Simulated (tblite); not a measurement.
**Run report: C$_{5}$H$_{10}$GeO, geometry relaxation (part 1 of 4)**

System: C$_{5}$H$_{10}$GeO.
Method: GFN2-xTB geometry optimisation, gas phase (tblite 0.8.0).

It belongs to a series of runs on one base structure; here: H on C replaced by OCH3.

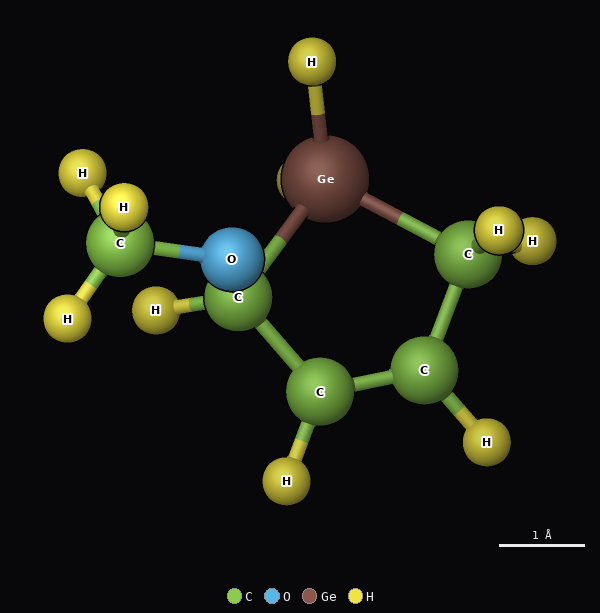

*The structure as given in the input (ball-and-stick view, seen at a tilt). Sticks mark near contacts.*

The input
```
{"job": {"kind": "relax", "xc": "GFN2-xTB", "basis": "xTB"}, "charge": 0, "multiplicity": 1}
C      2.635400    -0.126800    -0.005800
O      1.342200     0.373200    -0.224700
C      0.367600    -0.596000    -0.106700
C     -0.657100    -0.567700    -1.182900
C     -1.694000     0.173800    -1.068300
C     -1.904600     1.037000     0.092700
Ge    -0.802600     0.040300     1.357800
H      2.951900    -0.903700    -0.692300
H      2.685600    -0.466600     1.064900
H      3.330500     0.731800    -0.052400
H      0.742000    -1.601400     0.122600
H     -0.504100    -1.241200    -2.076700
H     -2.481200     0.190400    -1.886200
H     -2.949700     1.099400     0.420100
H     -1.467100     2.038500    -0.131000
H     -0.032200     0.943000     2.349700
H     -1.569600    -1.112100     2.009400
```

The first line tells a small driver script what to run in tblite; the rest is the geometry in Å.

Launch command:
```bash
OMP_NUM_THREADS=1 python <driver script> task.json out
```

What the program printed
```
step      E/eV     max force
  0    -590.93167    4.296
  1    -591.16630    3.233
  2    -591.29412    0.527
  3    -591.32875    0.481
  4    -591.36139    0.598
  5    -591.37984    0.353
  6    -591.39247    0.267
  7    -591.40330    0.248
  8    -591.41322    0.284
  9    -591.42044    0.199
 10    -591.42505    0.162
 11    -591.42855    0.138
 12    -591.43147    0.144
 13    -591.43407    0.158
 14    -591.43624    0.110
 15    -591.43783    0.087
 16    -591.43909    0.093
 17    -591.44019    0.110
 18    -591.44114    0.081
 19    -591.44203    0.077
 20    -591.44296    0.076
 21    -591.44398    0.095
 22    -591.44515    0.102
 23    -591.44650    0.101
 24    -591.44805    0.103
 25    -591.44972    0.093
 26    -591.45125    0.096
 27    -591.45252    0.072
 28    -591.45363    0.094
 29    -591.45472    0.079
 30    -591.45584    0.078
 31    -591.45693    0.077
 32    -591.45795    0.087
 33    -591.45901    0.095
 34    -591.46033    0.092
 35    -591.46210    0.120
 36    -591.46427    0.129
 37    -591.46640    0.133
 38    -591.46816    0.126
 39    -591.46982    0.098
 40    -591.47187    0.133
 41    -591.47432    0.140
 42    -591.47666    0.100
 43    -591.47845    0.146
 44    -591.47992    0.136
 45    -591.48207    0.135
 46    -591.48693    0.127
 47    -591.49069    0.161
 48    -591.49684    0.202
 49    -591.50103    0.185
 50    -591.50370    0.168
 51    -591.50740    0.112
 52    -591.51116    0.140
 53    -591.51304    0.121
 54    -591.51454    0.077
 55    -591.51551    0.081
 56    -591.51655    0.088
 57    -591.51749    0.071
 58    -591.51831    0.055
 59    -591.51894    0.062
 60    -591.51953    0.075
 61    -591.52013    0.069
 62    -591.52071    0.049
 63    -591.52120    0.052
 64    -591.52157    0.055
 65    -591.52187    0.043
 66    -591.52216    0.040
 67    -591.52244    0.034
 68    -591.52271    0.041
 69    -591.52293    0.039
 70    -591.52315    0.033
 71    -591.52338    0.035
 72    -591.52362    0.040
 73    -591.52389    0.058
 74    -591.52425    0.066
 75    -591.52473    0.057
 76    -591.52531    0.062
 77    -591.52583    0.052
 78    -591.52627    0.048
 79    -591.52676    0.055
 80    -591.52746    0.089
 81    -591.52839    0.103
 82    -591.52940    0.081
 83    -591.53033    0.077
 84    -591.53112    0.087
 85    -591.53169    0.123
 86    -591.53271    0.109
 87    -591.53378    0.097
 88    -591.53503    0.101
 89    -591.53596    0.091
 90    -591.53748    0.088
 91    -591.53861    0.098
 92    -591.53892    0.109
 93    -591.54005    0.060
 94    -591.54047    0.049
 95    -591.54095    0.040
 96    -591.54138    0.037
 97    -591.54186    0.043
 98    -591.54219    0.040
 99    -591.54243    0.047
100    -591.54278    0.057
101    -591.54333    0.062
102    -591.54403    0.079
103    -591.54474    0.063
104    -591.54545    0.065
105    -591.54579    0.057
106    -591.54630    0.038
107    -591.54654    0.029
108    -591.54669    0.027
109    -591.54684    0.028
110    -591.54702    0.038
111    -591.54726    0.046
112    -591.54756    0.045
113    -591.54787    0.035
114    -591.54809    0.041
115    -591.54825    0.037
116    -591.54839    0.036
117    -591.54853    0.029
118    -591.54867    0.027
119    -591.54880    0.022
120    -591.54892    0.023
121    -591.54901    0.023
122    -591.54908    0.018
123    -591.54916    0.015
124    -591.54924    0.020
125    -591.54932    0.020
126    -591.54939    0.020
127    -591.54946    0.018
128    -591.54952    0.016
129    -591.54957    0.015
130    -591.54961    0.016
131    -591.54965    0.014
132    -591.54968    0.012
133    -591.54970    0.012
134    -591.54971    0.009
```

Trajectory as extended XYZ (Å, eV, eV/Å), 47 of the 135 frames kept, from step=0 to step=134
```
17
Properties=species:S:1:pos:R:3:forces:R:3 step=0 energy=-590.93167
C     2.6354   -0.1268   -0.0058    0.3120   0.9710   1.4160
O     1.3422    0.3732   -0.2247    1.4980   0.5350  -0.8960
C     0.3676   -0.5960   -0.1067   -1.2910  -0.9300   1.2160
C    -0.6571   -0.5677   -1.1829    2.4920  -2.8640  -2.0100
C    -1.6940    0.1738   -1.0683   -3.5370   1.1600  -1.9540
C    -1.9046    1.0370    0.0927   -0.0090   0.8930   0.6930
Ge   -0.8026    0.0403    1.3578    0.4120   0.2970   1.4400
H     2.9519   -0.9037   -0.6923   -0.1360  -0.1780  -0.1190
H     2.6856   -0.4666    1.0649    0.1210  -0.2360  -0.6970
H     3.3305    0.7318   -0.0524   -0.3000  -0.3040  -0.2700
H     0.7420   -1.6014    0.1226    0.2940   0.0980  -0.6260
H    -0.5041   -1.2412   -2.0767   -0.0960   0.8210   0.8920
H    -2.4812    0.1904   -1.8862    0.9130   0.0060   0.9030
H    -2.9497    1.0994    0.4201    0.2000   0.3140  -0.4190
H    -1.4671    2.0385   -0.1310   -0.5620  -0.5000   0.3480
H    -0.0322    0.9430    2.3497   -0.2950  -0.3720  -0.0500
H    -1.5696   -1.1121    2.0094   -0.0140   0.2900   0.1320
17
Properties=species:S:1:pos:R:3:forces:R:3 step=3 energy=-591.32875
C     2.6469   -0.1106    0.0224   -0.0060   0.0460   0.0020
O     1.3687    0.3771   -0.2548   -0.0980  -0.2330  -0.3140
C     0.3365   -0.6097   -0.0762   -0.0410   0.0110   0.0830
C    -0.6503   -0.5952   -1.2123    0.3130  -0.3640   0.0360
C    -1.7193    0.1704   -1.1050   -0.3950   0.2570  -0.0340
C    -1.9025    1.0423    0.1028    0.0290  -0.2630  -0.0340
Ge   -0.7942    0.0534    1.4001   -0.0650   0.1280   0.2310
H     2.9448   -0.9003   -0.6856   -0.0420   0.0730   0.1750
H     2.6917   -0.4793    1.0522    0.1040  -0.2110   0.0570
H     3.3285    0.7304   -0.0620    0.0860   0.1040  -0.1070
H     0.7571   -1.6032    0.0997    0.1600   0.0350  -0.3700
H    -0.4991   -1.2320   -2.0703    0.1650   0.0220  -0.0440
H    -2.4729    0.1930   -1.8788   -0.0120   0.0730  -0.0630
H    -2.9472    1.1153    0.4060    0.0170   0.2260  -0.2440
H    -1.4856    2.0295   -0.1178   -0.2230  -0.0540   0.1810
H    -0.0409    0.9300    2.3530   -0.0170  -0.0870   0.2580
H    -1.5691   -1.0991    2.0166    0.0250   0.2370   0.1880
17
Properties=species:S:1:pos:R:3:forces:R:3 step=6 energy=-591.39247
C     2.6479   -0.1030    0.0290   -0.0590  -0.0390  -0.0600
O     1.3644    0.3554   -0.2945    0.0160   0.0670   0.0420
C     0.3284   -0.6138   -0.0647    0.0980  -0.0790  -0.1820
C    -0.6545   -0.6116   -1.2073   -0.0580   0.0130   0.0050
C    -1.7241    0.1680   -1.1150    0.0280  -0.0740   0.0240
C    -1.9035    1.0207    0.1024   -0.1210   0.1130   0.0000
Ge   -0.7983    0.0672    1.4264    0.0800  -0.0660  -0.2140
H     2.9423   -0.8947   -0.6662    0.1490  -0.1150  -0.0380
H     2.7035   -0.5021    1.0535   -0.0480   0.1280  -0.0510
H     3.3342    0.7401   -0.0752   -0.1270  -0.0500   0.0300
H     0.7790   -1.6021    0.0535   -0.0010  -0.0550  -0.0770
H    -0.4759   -1.2306   -2.0768    0.1000   0.0550   0.0830
H    -2.4778    0.2036   -1.8907    0.0730   0.0530  -0.0090
H    -2.9485    1.1432    0.3754   -0.1440  -0.0460  -0.0710
H    -1.5130    2.0211   -0.0937    0.0550  -0.0010   0.0290
H    -0.0432    0.9194    2.3892    0.0080   0.0170   0.2400
H    -1.5676   -1.0687    2.0447   -0.0490   0.0790   0.2500
17
Properties=species:S:1:pos:R:3:forces:R:3 step=9 energy=-591.42044
C     2.6424   -0.1062    0.0218    0.0860  -0.0770  -0.0550
O     1.3632    0.3499   -0.3115    0.0450  -0.0220  -0.0080
C     0.3364   -0.6242   -0.0814   -0.0510   0.0300   0.0460
C    -0.6590   -0.6193   -1.2044   -0.0490   0.1690  -0.0630
C    -1.7277    0.1635   -1.1148    0.1030   0.0210   0.0180
C    -1.9188    1.0199    0.1008    0.0230  -0.0240  -0.0010
Ge   -0.7895    0.0666    1.4182    0.0610   0.0100   0.1800
H     2.9606   -0.9060   -0.6601    0.0330  -0.0040  -0.0190
H     2.7016   -0.4963    1.0487   -0.1080   0.1130  -0.0100
H     3.3208    0.7400   -0.0788   -0.0340   0.0130  -0.0050
H     0.7912   -1.6106    0.0174   -0.0030  -0.0890   0.0160
H    -0.4503   -1.2238   -2.0721   -0.0270  -0.0250  -0.0750
H    -2.4700    0.2161   -1.8992    0.0400  -0.0080  -0.0230
H    -2.9696    1.1508    0.3492   -0.0720  -0.1080   0.0280
H    -1.5194    2.0181   -0.0779    0.0720   0.0430  -0.0610
H    -0.0463    0.9127    2.4387   -0.1270  -0.1240  -0.0910
H    -1.5725   -1.0390    2.0953    0.0080   0.0830   0.1250
17
Properties=species:S:1:pos:R:3:forces:R:3 step=12 energy=-591.43147
C     2.6464   -0.1127    0.0140   -0.0270   0.0590   0.0280
O     1.3666    0.3440   -0.3179   -0.0270  -0.0810  -0.0680
C     0.3372   -0.6274   -0.0846    0.0130  -0.0240   0.0220
C    -0.6567   -0.6095   -1.2107    0.1190  -0.0470  -0.0050
C    -1.7242    0.1686   -1.1142   -0.0190   0.0710  -0.0440
C    -1.9223    1.0203    0.1029    0.0480  -0.0190   0.0370
Ge   -0.7837    0.0645    1.4271   -0.1220  -0.0370  -0.0670
H     2.9730   -0.9132   -0.6619    0.0060   0.0000   0.0090
H     2.6884   -0.4809    1.0468   -0.0160  -0.0130   0.0360
H     3.3129    0.7413   -0.0810    0.0560   0.0270  -0.0490
H     0.7916   -1.6202    0.0073   -0.0740   0.0470   0.0210
H    -0.4458   -1.2211   -2.0764   -0.0600   0.0610  -0.0240
H    -2.4614    0.2203   -1.9039    0.0160   0.0190  -0.0060
H    -2.9816    1.1391    0.3433    0.1220  -0.0580   0.0220
H    -1.5143    2.0189   -0.0792   -0.0480  -0.0560   0.0020
H    -0.0596    0.8991    2.4490    0.0020   0.0120   0.0050
H    -1.5734   -1.0190    2.1298    0.0110   0.0400   0.0810
17
Properties=species:S:1:pos:R:3:forces:R:3 step=15 energy=-591.43783
C     2.6477   -0.1114    0.0122   -0.0150   0.0060   0.0120
O     1.3664    0.3314   -0.3325    0.0020   0.0460  -0.0220
C     0.3366   -0.6311   -0.0838   -0.0030  -0.0060  -0.0600
C    -0.6494   -0.6041   -1.2152   -0.0820  -0.0270   0.0070
C    -1.7168    0.1760   -1.1191    0.0340  -0.0440  -0.0140
C    -1.9179    1.0155    0.1058    0.0050  -0.0180  -0.0640
Ge   -0.7918    0.0600    1.4288    0.0500  -0.0150  -0.0330
H     2.9811   -0.9158   -0.6591    0.0040   0.0220   0.0680
H     2.6782   -0.4724    1.0491    0.0320   0.0060  -0.0100
H     3.3139    0.7452   -0.0893   -0.0160  -0.0290  -0.0160
H     0.7840   -1.6242    0.0034   -0.0290  -0.0460   0.0560
H    -0.4492   -1.2121   -2.0847    0.0090   0.0410  -0.0290
H    -2.4539    0.2265   -1.9088    0.0240   0.0500  -0.0080
H    -2.9757    1.1244    0.3428    0.0160  -0.0220   0.0440
H    -1.5173    2.0142   -0.0787   -0.0210   0.0200   0.0380
H    -0.0695    0.8904    2.4550    0.0220   0.0470  -0.0140
H    -1.5736   -1.0006    2.1644   -0.0320  -0.0310   0.0450
17
Properties=species:S:1:pos:R:3:forces:R:3 step=17 energy=-591.44019
C     2.6464   -0.1096    0.0127    0.0030  -0.0110  -0.0050
O     1.3658    0.3292   -0.3397   -0.0050   0.0050   0.0080
C     0.3368   -0.6333   -0.0880   -0.0070  -0.0110  -0.0120
C    -0.6500   -0.6059   -1.2165   -0.0470  -0.0180  -0.0230
C    -1.7136    0.1774   -1.1223   -0.0140  -0.0100   0.0040
C    -1.9155    1.0125    0.1029   -0.0050  -0.0040   0.0070
Ge   -0.7924    0.0566    1.4258    0.0810   0.0010   0.0740
H     2.9845   -0.9155   -0.6530    0.0000  -0.0110   0.0400
H     2.6768   -0.4690    1.0499    0.0150   0.0290   0.0020
H     3.3139    0.7447   -0.0939   -0.0210  -0.0020   0.0030
H     0.7780   -1.6281    0.0068    0.0100  -0.0400   0.0270
H    -0.4505   -1.2051   -2.0902    0.0330  -0.0140  -0.0630
H    -2.4492    0.2327   -1.9113    0.0010   0.0430  -0.0450
H    -2.9708    1.1166    0.3464   -0.0410  -0.0160   0.0290
H    -1.5205    2.0134   -0.0757   -0.0020   0.0410   0.0230
H    -0.0711    0.8915    2.4557    0.0030   0.0230  -0.0600
H    -1.5758   -0.9961    2.1805   -0.0040  -0.0040  -0.0090
17
Properties=species:S:1:pos:R:3:forces:R:3 step=20 energy=-591.44296
C     2.6446   -0.1083    0.0132   -0.0020  -0.0050   0.0060
O     1.3640    0.3252   -0.3463   -0.0200  -0.0720   0.0160
C     0.3358   -0.6389   -0.0935   -0.0200  -0.0430   0.0290
C    -0.6541   -0.6110   -1.2217    0.0460   0.0030  -0.0190
C    -1.7127    0.1787   -1.1258   -0.0240   0.0300   0.0030
C    -1.9133    1.0092    0.1032   -0.0120  -0.0050   0.0680
Ge   -0.7853    0.0519    1.4288   -0.0420  -0.0010  -0.0290
H     2.9883   -0.9180   -0.6418   -0.0020  -0.0490  -0.0120
H     2.6769   -0.4605    1.0521   -0.0100   0.0350   0.0330
H     3.3114    0.7449   -0.0987   -0.0130   0.0320   0.0020
H     0.7720   -1.6363    0.0142    0.0250   0.0170  -0.0350
H    -0.4484   -1.1983   -2.1041    0.0110  -0.0040   0.0030
H    -2.4434    0.2460   -1.9199    0.0100   0.0320  -0.0120
H    -2.9691    1.1048    0.3547   -0.0050  -0.0090  -0.0020
H    -1.5250    2.0162   -0.0693   -0.0240  -0.0340   0.0160
H    -0.0708    0.8976    2.4485    0.0440   0.0430  -0.0220
H    -1.5779   -0.9912    2.1964    0.0390   0.0280  -0.0450
17
Properties=species:S:1:pos:R:3:forces:R:3 step=23 energy=-591.44650
C     2.6427   -0.1091    0.0149   -0.0090  -0.0250   0.0220
O     1.3587    0.3082   -0.3535    0.0180   0.0120  -0.0110
C     0.3300   -0.6534   -0.0961    0.0030   0.0010  -0.0060
C    -0.6565   -0.6141   -1.2308   -0.0060   0.0510   0.0480
C    -1.7118    0.1832   -1.1296    0.0640  -0.0050   0.0010
C    -1.9136    1.0021    0.1125   -0.0290  -0.0360  -0.0760
Ge   -0.7803    0.0475    1.4308   -0.0180   0.0390  -0.0620
H     2.9930   -0.9292   -0.6268   -0.0060   0.0080   0.0250
H     2.6753   -0.4424    1.0606   -0.0130   0.0190   0.0170
H     3.3036    0.7499   -0.1053   -0.0550  -0.0280  -0.0220
H     0.7703   -1.6472    0.0156   -0.0050  -0.0370  -0.0550
H    -0.4422   -1.1901   -2.1219   -0.0250   0.0460   0.0860
H    -2.4332    0.2708   -1.9334    0.0460   0.0250   0.0680
H    -2.9703    1.0881    0.3648    0.0000  -0.0130  -0.0030
H    -1.5359    2.0142   -0.0564   -0.0250  -0.0500   0.0160
H    -0.0629    0.9124    2.4341    0.0410   0.0090  -0.0390
H    -1.5739   -0.9790    2.2107    0.0210  -0.0140  -0.0100
17
Properties=species:S:1:pos:R:3:forces:R:3 step=26 energy=-591.45125
C     2.6378   -0.1138    0.0205   -0.0170   0.0090   0.0180
O     1.3536    0.2857   -0.3643    0.0200   0.0520  -0.0220
C     0.3245   -0.6730   -0.0993    0.0510   0.0480   0.0130
C    -0.6563   -0.6124   -1.2356   -0.0050  -0.0070   0.0440
C    -1.7043    0.1917   -1.1340    0.0060   0.0110   0.0110
C    -1.9190    0.9881    0.1164   -0.0070   0.0210  -0.0030
Ge   -0.7759    0.0471    1.4250    0.0700   0.0010   0.0650
H     2.9986   -0.9446   -0.6024   -0.0080   0.0220   0.0650
H     2.6701   -0.4144    1.0760   -0.0200  -0.0230   0.0050
H     3.2845    0.7527   -0.1181   -0.0040  -0.0370  -0.0330
H     0.7663   -1.6672    0.0072   -0.0480  -0.0330  -0.0470
H    -0.4375   -1.1724   -2.1328   -0.0070   0.0010   0.0130
H    -2.4126    0.3085   -1.9423   -0.0030  -0.0080  -0.0110
H    -2.9734    1.0621    0.3770   -0.0500  -0.0340  -0.0340
H    -1.5546    2.0044   -0.0373   -0.0060   0.0540  -0.0210
H    -0.0451    0.9335    2.4064    0.0080  -0.0460  -0.0780
H    -1.5637   -0.9642    2.2277    0.0190  -0.0300   0.0140
```
